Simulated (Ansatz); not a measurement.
Run report: GeSiNH6ClOF2, geometry relaxation (part 1 of 2)

- system: GeSiNH6ClOF2
- method: RKS PBE/def2-SVP (Ansatz 0.2.0)

The input holds or restrains some coordinates. Forces given for the steps count only the free coordinates. It belongs to a series of runs on one base structure; here: pulled along the bonds that form and break, towards end A. Figures and captions count atoms from 1; the log counts them from 0 in places.

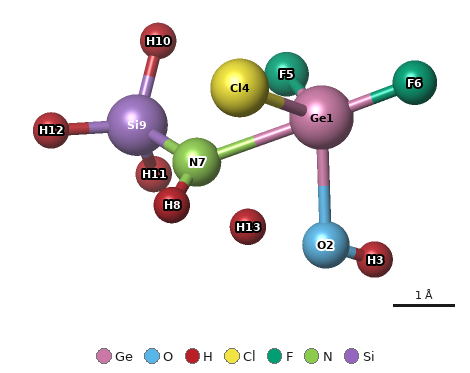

**Figure 1.** The structure as given in the input (ball-and-stick view, seen at a tilt; atoms are numbered from 1 in the order of the input). Sticks mark near contacts.

Key numbers

| quantity | value |
| --- | --- |
| outcome | converged under the restraints of the input |
| total energy | −85943.6459 eV |
| mean-field energy | −85943.6459 eV |
| largest force (length of the vector) at the end, held atoms and coordinates included | 0.712 eV/Å |
| hardware | 4 threads of Arm Neoverse V2, 24 GiB of memory available, shared host |
| wall time | 51 s (CPU time 3.1 min) |
| peak memory | 0.24 GiB |

Input file
```yaml
crystal:
  periodic: [false, false, false]
  atoms:
    - { symbol: Ge, position_ang: [0.0, 0.0, 0.0] }
    - { symbol: O, position_ang: [0.0, 0.0, 2.12] }
    - { symbol: H, position_ang: [-0.9095, -0.2814, 2.4571] }
    - { symbol: Cl, position_ang: [2.0935, 0.0, -0.7393] }
    - { symbol: F, position_ang: [-0.7913, 1.3709, -0.5594] }
    - { symbol: F, position_ang: [-0.7913, -1.3709, -0.5594] }
    - { symbol: "N", position_ang: [1.159, 1.7479, 0.6969] }
    - { symbol: H, position_ang: [2.0156, 1.6075, 1.3053] }
    - { symbol: Si, position_ang: [0.6428, 3.4285, 0.2261] }
    - { symbol: H, position_ang: [0.0517, 3.4008, -1.1086] }
    - { symbol: H, position_ang: [-0.3425, 3.9219, 1.1839] }
    - { symbol: H, position_ang: [1.8045, 4.3128, 0.2249] }
    - { symbol: H, position_ang: [0.7105, 1.0715, 1.7912] }
basis:
  gaussian: { orbitals: def2-SVP }
hamiltonian:
  xc: pbe
relax:
  f_tol: 0.15
  max_steps: 25
  restrain:
    - { distance: [0, 6], at: 3.11, k: 30.0 }
    - { distance: [12, 1], at: 2.21, k: 30.0 }
    - { distance: [0, 1], at: 1.77, k: 30.0 }
    - { distance: [12, 6], at: 1.06, k: 30.0 }
output:
  orbitals: {}
```

Run as:
```bash
ansatz run input.yaml --threads 4 --pin off --max-ram 5120MiB --backend cpu --events-out ev --progress --plain --runs-dir out
```

Output
```
The last accepted step is kept in [file] (removed where the run ends without a failure and the disk answers)
Engine: ansatz 0.2.0, aarch64-unknown-linux-gnu
Functional definition: PBE
  parameter kappa = 0.804
  parameter beta = 0.06672455060314922
  exchange = pbe_x(kappa = kappa, mu = beta*pi^2/3)
  correlation = pbe_c(beta = beta)
1701 factors; their error is unknown
mean field evaluation 1: about -85925.9776 eV, gradient 8.7e1 eV
mean field evaluation 2: about -85845.4793 eV, gradient 1.9e2 eV
mean field evaluation 4: about -85939.3676 eV, gradient 2.2e1 eV
mean field evaluation 8: about -85940.1292 eV, gradient 3.4e-1 eV
mean field evaluation 16: about -85940.0163 eV, gradient 1.0e-3 eV
mean field -85940.01631467 eV, -3158.2373473289 hartree, gradient 5.7e-5 eV, S^2 0.000000; 0 other end points of the search recorded, 0 dependent functions left out
the calculation of the forces begins
reference -85940.01635502 eV, -3158.2373488117 hartree; 51, 51 occupied and 103, 103 virtual orbitals, 1701 factors
relax step   1: F+E_penalty+E_count = -85940.01631467 eV  Δ(F+E_penalty+E_count) = +0.000e0 eV  max|allowed force component| = 5.119e0 eV/Å  E_restraint = 27.05355634 eV  max|allowed force component, restraints' pulls added| = 2.794e1 eV/Å  Δτ_max = 0.0000 Å  (32 SCF iters, accepted)
  distance Ge 0 - N 6 = 2.2100 Å
  distance H 12 - O 1 = 1.3270 Å
  distance Ge 0 - O 1 = 2.1200 Å
  distance H 12 - N 6 = 1.3624 Å
these checks for a lower state are left out or cut short: starts, cluster_reference, orbital_swaps, neighbouring_geometries, increment
1701 factors; their error is unknown
mean field -85941.06786542 eV, -3158.2759911060 hartree, gradient 1.6e-5 eV, S^2 0.000000; 0 other end points of the search recorded, 0 dependent functions left out
[... from here on the field's lines of each further geometry are left out, up to the last ...]
relax step   2: F+E_penalty+E_count = -85941.06786542 eV  Δ(F+E_penalty+E_count) = -1.052e0 eV  max|allowed force component| = 4.427e0 eV/Å  E_restraint = 11.96311137 eV  max|allowed force component, restraints' pulls added| = 1.895e1 eV/Å  Δτ_max = 0.1929 Å  (39 SCF iters, accepted)
relax step   3: F+E_penalty+E_count = -85941.61480003 eV  Δ(F+E_penalty+E_count) = -5.469e-1 eV  max|allowed force component| = 4.848e0 eV/Å  E_restraint = 3.53969486 eV  max|allowed force component, restraints' pulls added| = 8.124e0 eV/Å  Δτ_max = 0.1946 Å  (39 SCF iters, accepted)
relax step   4: F+E_penalty+E_count = -85942.37958893 eV  Δ(F+E_penalty+E_count) = -7.648e-1 eV  max|allowed force component| = 3.706e0 eV/Å  E_restraint = 0.35902632 eV  max|allowed force component, restraints' pulls added| = 2.870e0 eV/Å  Δτ_max = 0.1948 Å  (36 SCF iters, accepted)
relax step   5: F+E_penalty+E_count = -85943.18992868 eV  Δ(F+E_penalty+E_count) = -8.103e-1 eV  max|allowed force component| = 1.811e0 eV/Å  E_restraint = 0.01113657 eV  max|allowed force component, restraints' pulls added| = 1.590e0 eV/Å  Δτ_max = 0.1998 Å  (37 SCF iters, accepted)
relax step   6: F+E_penalty+E_count = -85943.44289464 eV  Δ(F+E_penalty+E_count) = -2.530e-1 eV  max|allowed force component| = 1.046e0 eV/Å  E_restraint = 0.00506752 eV  max|allowed force component, restraints' pulls added| = 9.407e-1 eV/Å  Δτ_max = 0.1996 Å  (35 SCF iters, accepted)
relax step   7: F+E_penalty+E_count = -85943.45525801 eV  Δ(F+E_penalty+E_count) = -1.236e-2 eV  max|allowed force component| = 1.273e0 eV/Å  E_restraint = 0.02986094 eV  max|allowed force component, restraints' pulls added| = 1.485e0 eV/Å  Δτ_max = 0.1948 Å  (36 SCF iters, rejected (line search))
relax step   8: F+E_penalty+E_count = -85943.51075217 eV  Δ(F+E_penalty+E_count) = -6.786e-2 eV  max|allowed force component| = 6.793e-1 eV/Å  E_restraint = 0.00619429 eV  max|allowed force component, restraints' pulls added| = 5.502e-1 eV/Å  Δτ_max = 0.0972 Å  (29 SCF iters, accepted)
relax step   9: F+E_penalty+E_count = -85943.54794577 eV  Δ(F+E_penalty+E_count) = -3.719e-2 eV  max|allowed force component| = 5.606e-1 eV/Å  E_restraint = 0.00747493 eV  max|allowed force component, restraints' pulls added| = 2.971e-1 eV/Å  Δτ_max = 0.0955 Å  (30 SCF iters, accepted)
relax step  10: F+E_penalty+E_count = -85943.58134243 eV  Δ(F+E_penalty+E_count) = -3.340e-2 eV  max|allowed force component| = 5.219e-1 eV/Å  E_restraint = 0.00753897 eV  max|allowed force component, restraints' pulls added| = 2.302e-1 eV/Å  Δτ_max = 0.1500 Å  (30 SCF iters, accepted)
relax step  11: F+E_penalty+E_count = -85943.54241108 eV  Δ(F+E_penalty+E_count) = +3.893e-2 eV  max|allowed force component| = 1.716e0 eV/Å  E_restraint = 0.00544370 eV  max|allowed force component, restraints' pulls added| = 1.653e0 eV/Å  Δτ_max = 0.1939 Å  (34 SCF iters, rejected (line search))
relax step  12: F+E_penalty+E_count = -85943.60533600 eV  Δ(F+E_penalty+E_count) = -2.399e-2 eV  max|allowed force component| = 5.301e-1 eV/Å  E_restraint = 0.00795070 eV  max|allowed force component, restraints' pulls added| = 1.515e-1 eV/Å  Δτ_max = 0.0969 Å  (30 SCF iters, accepted)
relax step  13: F+E_penalty+E_count = -85943.61566374 eV  Δ(F+E_penalty+E_count) = -1.033e-2 eV  max|allowed force component| = 6.050e-1 eV/Å  E_restraint = 0.00789941 eV  max|allowed force component, restraints' pulls added| = 5.503e-1 eV/Å  Δτ_max = 0.0967 Å  (31 SCF iters, accepted)
relax step  14: F+E_penalty+E_count = -85943.63669360 eV  Δ(F+E_penalty+E_count) = -2.103e-2 eV  max|allowed force component| = 5.336e-1 eV/Å  E_restraint = 0.00823735 eV  max|allowed force component, restraints' pulls added| = 7.121e-2 eV/Å  Δτ_max = 0.1500 Å  (29 SCF iters, accepted)
relax step  15: F+E_penalty+E_count = -85943.63774965 eV  Δ(F+E_penalty+E_count) = -1.056e-3 eV  max|allowed force component| = 5.305e-1 eV/Å  E_restraint = 0.00800530 eV  max|allowed force component, restraints' pulls added| = 2.213e-1 eV/Å  Δτ_max = 0.1952 Å  (29 SCF iters, accepted)
relax step  16: F+E_penalty+E_count = -85943.64095373 eV  Δ(F+E_penalty+E_count) = -3.204e-3 eV  max|allowed force component| = 6.227e-1 eV/Å  E_restraint = 0.00677541 eV  max|allowed force component, restraints' pulls added| = 1.816e-1 eV/Å  Δτ_max = 0.0754 Å  (28 SCF iters, accepted)
the calculation of the forces begins
reference -85943.64590095 eV, -3158.3707321643 hartree; 51, 51 occupied and 103, 103 virtual orbitals, 1701 factors
relax step  17: F+E_penalty+E_count = -85943.64585743 eV  Δ(F+E_penalty+E_count) = -4.904e-3 eV  max|allowed force component| = 5.546e-1 eV/Å  E_restraint = 0.00683860 eV  max|allowed force component, restraints' pulls added| = 9.676e-2 eV/Å  Δτ_max = 0.0976 Å  (29 SCF iters, accepted)
  distance Ge 0 - N 6 = 3.0993 Å
  distance H 12 - O 1 = 2.2131 Å
  distance Ge 0 - O 1 = 1.7732 Å
  distance H 12 - N 6 = 1.0420 Å
1701 factors; their error is unknown
mean field evaluation 160: about -85943.6459 eV, gradient 1.2e-4 eV
```

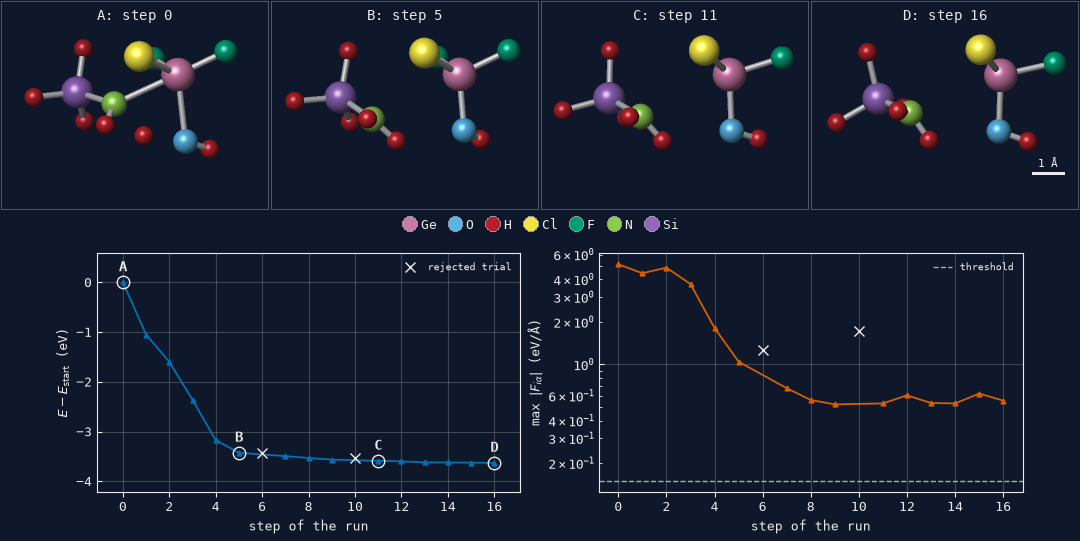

**Figure 2.** Frames of the restrained relaxation (ball-and-stick view, seen at a tilt) above the curves, on which the letters mark them (the first geometry is step 0 here and step 1 in the log).

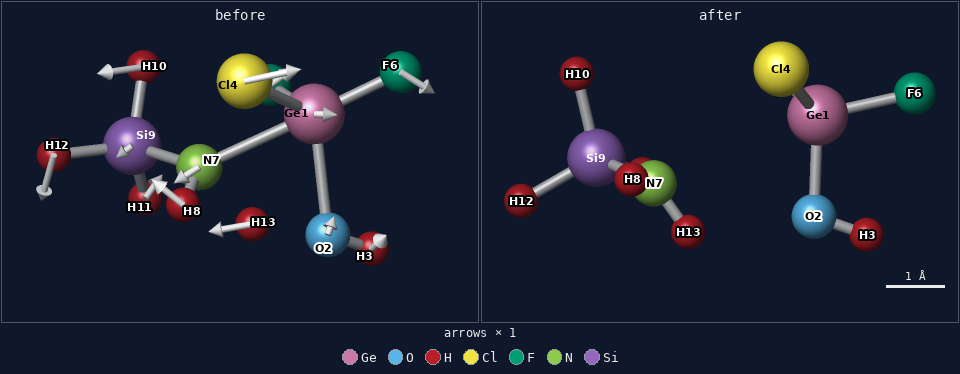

**Figure 3.** Before (left) and after (right) the restrained relaxation, at one scale (ball-and-stick view, seen at a tilt). The white arrows give the displacements, at true length. Over 16 geometry steps the energy falls by 3.630 eV. The largest force component goes from 5.1 to 0.55 eV/Å. The line search rejected the trial steps at points 6, 10 (counted from 0) and went back. The atom that moves furthest after the best rigid fit is H12 (1.06 Å). Largest moves by element: H 1.06 Å, Cl 1.02 Å, F 0.74 Å, N 0.53 Å, Ge 0.41 Å, Si 0.35 Å. Distances before and after: Ge1–N7 2.210 → 3.099 Å, Ge1–O2 2.120 → 1.773 Å, N7–H13 1.362 → 1.042 Å, Ge1–Cl4 2.220 → 2.137 Å. New bonds form: N7–H13 (1.36 → 1.04 Å). Bonds break: Ge1–N7 (2.21 → 3.10 Å). Among the angles that change: O2–Ge1–Cl4 109.5° → 115.6°, F5–Ge1–F6 109.5° → 103.9°, O2–Ge1–F6 109.5° → 104.0°. (Atoms are counted from 1 in the order of the input.)

```
mean field -85943.64585743 eV, -3158.3707305653 hartree, gradient 2.1e-5 eV, S^2 0.000000; 1 other end points of the search recorded, 0 dependent functions left out
the calculation of the forces begins
reference -85943.64590095 eV, -3158.3707321643 hartree; 51, 51 occupied and 103, 103 virtual orbitals, 1701 factors
Total energy: -85943.64590095 eV, -3158.3707321643 hartree
Atom 0 at    -0.200555    -0.352289     0.065597 Å, force     0.133368     0.340568     0.003048 eV/Å
Atom 1 at    -0.144586    -0.075664     1.816176 Å, force    -0.067614    -0.094135     0.116556 eV/Å
Atom 2 at    -0.713899    -0.749292     2.243469 Å, force     0.008331     0.012572    -0.012149 eV/Å
Atom 3 at     1.648258    -0.929246    -0.836969 Å, force     0.003330     0.000374    -0.007336 eV/Å
Atom 4 at    -0.964673     0.939707    -0.811339 Å, force     0.015063    -0.047336     0.013075 eV/Å
Atom 5 at    -1.305095    -1.692890    -0.114636 Å, force     0.015827     0.006011     0.000541 eV/Å
Atom 6 at     1.401324     2.156731     0.928591 Å, force    -0.342341    -0.456925     0.424717 eV/Å
Atom 7 at     2.396378     1.949552     0.799526 Å, force    -0.017214     0.014129    -0.004539 eV/Å
Atom 8 at     0.764521     3.710754     0.399033 Å, force    -0.004590    -0.039801     0.005119 eV/Å
Atom 9 at     0.919624     3.816055    -1.094774 Å, force    -0.010532    -0.005931     0.050708 eV/Å
Atom 10 at    -0.684170     3.746406     0.801079 Å, force     0.057299    -0.000209    -0.029663 eV/Å
Atom 11 at     1.452414     4.917768     1.003176 Å, force    -0.025358    -0.028402    -0.005511 eV/Å
Atom 12 at     1.073459     1.771906     1.839769 Å, force     0.234430     0.299083    -0.554567 eV/Å
Dipole moment:     0.246231    -0.092346     0.478660 e Å
```

Trajectory as extended XYZ (Å, eV, eV/Å), 17 frames, from step=1 to step=17
```
13
Properties=species:S:1:pos:R:3:forces:R:3 step=1 energy=-85940.01632
Ge    0.0000    0.0000    0.0000    5.1185   1.7813   3.1364
O     0.0000    0.0000    2.1200   -1.3152  -1.5793  -2.0714
H    -0.9095   -0.2814    2.4571    1.1307   0.6349  -0.1071
Cl    2.0935    0.0000   -0.7393    0.1342  -2.8222  -1.6677
F    -0.7913    1.3709   -0.5594   -2.9510   0.7542  -1.4246
F    -0.7913   -1.3709   -0.5594   -1.1481  -1.4893  -0.3479
N     1.1590    1.7479    0.6969   -0.4866   0.3334   4.8946
H     2.0156    1.6075    1.3053    0.1000   0.6585  -1.5757
Si    0.6428    3.4285    0.2261    0.3866  -1.4696   0.8385
H     0.0517    3.4008   -1.1086   -0.0925   0.1496  -0.6649
H    -0.3425    3.9219    1.1839   -0.6561   0.5082   0.4726
H     1.8045    4.3128    0.2249    0.7154   0.4909   0.0715
H     0.7105    1.0715    1.7912   -0.9359   2.0494  -1.5542
13
Properties=species:S:1:pos:R:3:forces:R:3 step=2 energy=-85941.06787
Ge   -0.0493   -0.0951    0.0367    4.4267   3.4576   3.1679
O    -0.0681   -0.1265    2.0405    0.2794  -0.4157  -2.4558
H    -0.9289   -0.2893    2.4660   -0.3410  -0.1060  -0.1416
Cl    2.0818   -0.0370   -0.7541   -0.9330  -1.8988  -0.6077
F    -0.8078    1.3427   -0.5607   -1.4796  -0.4169  -0.4753
F    -0.8220   -1.4171   -0.5738   -1.6342  -2.4179  -0.9872
N     1.2304    1.8815    0.8163   -2.3618  -1.9640   3.7015
H     2.0594    1.6239    1.3143    2.3881   0.8140  -0.6901
Si    0.6437    3.4435    0.2332    0.4266  -0.6514   0.7012
H     0.0523    3.4014   -1.1139    0.0032   0.0333  -0.4481
H    -0.3510    3.9297    1.1897   -0.6352   0.4655   0.3713
H     1.8130    4.3209    0.2258    0.5918   0.6125  -0.0263
H     0.7895    1.2310    1.7188   -0.7310   2.4878  -2.1098
13
Properties=species:S:1:pos:R:3:forces:R:3 step=3 energy=-85941.61480
Ge   -0.0978   -0.1902    0.0748    3.9992   4.8476   2.4949
O    -0.1217   -0.2537    1.9593    0.7909  -0.1443  -1.9246
H    -0.9490   -0.2980    2.4603   -0.6389  -0.1122  -0.2590
Cl    2.0554   -0.0577   -0.7520   -1.4701  -1.4657   0.0212
F    -0.8134    1.3188   -0.5553   -0.6603  -1.3693   0.1869
F    -0.8545   -1.4663   -0.5976   -1.9878  -3.0669  -1.5228
N     1.2831    1.9915    0.9192   -1.6842  -1.5270   1.9957
H     2.1194    1.6395    1.3085    3.0417   0.6533  -0.7734
Si    0.6492    3.4485    0.2406    0.3981   0.0737   0.3440
H     0.0540    3.3999   -1.1178    0.0690  -0.0272  -0.2749
H    -0.3593    3.9361    1.1933   -0.5574   0.3786   0.2553
H     1.8206    4.3312    0.2236    0.4470   0.6864  -0.1224
H     0.8570    1.4098    1.6820   -1.7472   1.0730  -0.4209
```
